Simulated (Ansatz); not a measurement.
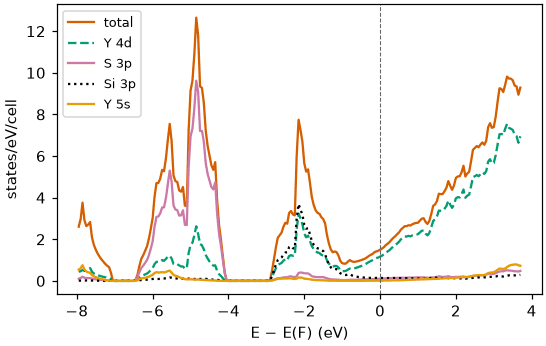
Fig. 1. Total and projected density of states of Y3SiS2 in space group Immm (No. 71; Y on 4j, Y on 2d, Si on 2a, S on 4i), r²SCAN (plane waves, PAW; program Ansatz)

Task: Which orbitals carry the states next to the Fermi level?

Result: Within 0.5 eV of the Fermi level: Y 4d 78 %, Si 3p 9 %, S 3p 7 %. Projections are on Löwdin-orthogonalised atomic valence shells; empty p or d shells of many metals are not among them.

Task: Where is the tallest occupied peak in this window, and what makes it?

Result: Near -4.8 eV, about 13 states/eV per cell; the largest projected share is S 3p.

The workflow started from a Materials Project entry (that database holds measured and hypothetical structures alike); the Crystallography Open Database copy checked does not list it. Whether it is the stable phase at ambient conditions was not checked. The cell was relaxed with r²SCAN under the symmetry of its start; whether a distortion lowers the energy is not shown. The run is not spin-polarised. With an odd number of electrons in the cell and no spin polarisation, the count alone makes it a metal. Scalar-relativistic: spin–orbit coupling is off unless named, which matters more the heavier the elements.

Potentials: the earlier of the program's two PAW sets.
